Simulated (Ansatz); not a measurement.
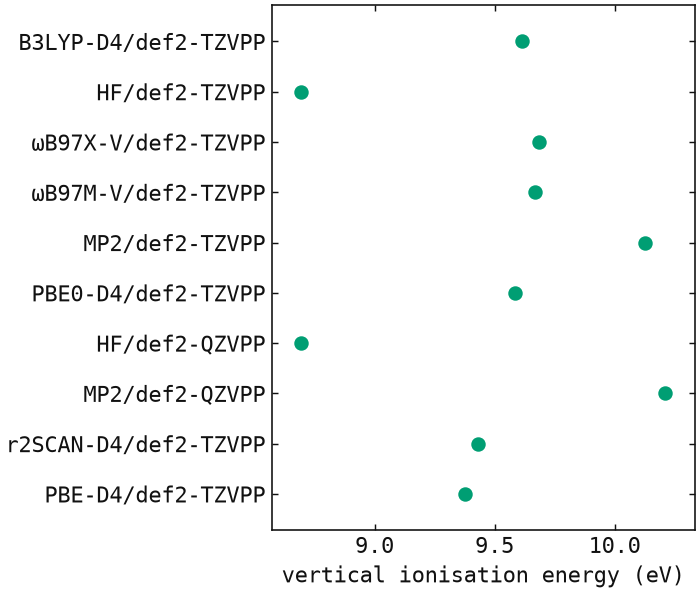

Vertical ionisation energy of C₂H₄OSi (ynol-type tautomer), SMILES OC#C[SiH3], taken as the energy of the cation less that of the neutral at fixed geometry (unrestricted doublet cation, cores frozen in correlated methods, no spin-orbit coupling), the Ansatz code, at a PBE0-D4/def2-TZVP geometry (a minimum by its frequencies).

Q: What range do the values span?

A: From 8.69 eV (HF/def2-QZVPP) to 10.21 eV (MP2/def2-QZVPP).

Q: Give the values.

A:
```
               level     eV
 B3LYP-D4/def2-TZVPP   9.61
       HF/def2-TZVPP   8.70
  ωB97X-V/def2-TZVPP   9.69
  ωB97M-V/def2-TZVPP   9.67
      MP2/def2-TZVPP  10.13
  PBE0-D4/def2-TZVPP   9.59
       HF/def2-QZVPP   8.69
      MP2/def2-QZVPP  10.21
r2SCAN-D4/def2-TZVPP   9.43
   PBE-D4/def2-TZVPP   9.38
```
